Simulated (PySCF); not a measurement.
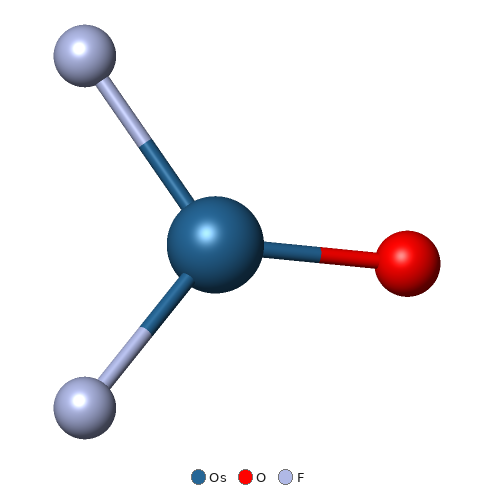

A molecule with one transition-metal atom. Charge 0, singlet. The computed structure is the end point of a PBE0/def2-SVP with core potentials optimisation. Other spin states may lie lower.

Describe the coordination sphere.

Answer. Os binds 3 atoms: 1 O at 1.63 Å, 2 F at 1.85 Å. The arrangement is trigonal planar.

What are the formal oxidation state of the metal and its number of d electrons?

Answer. Os(IV), d⁴, counting the ligands as closed-shell ions or neutral donors.
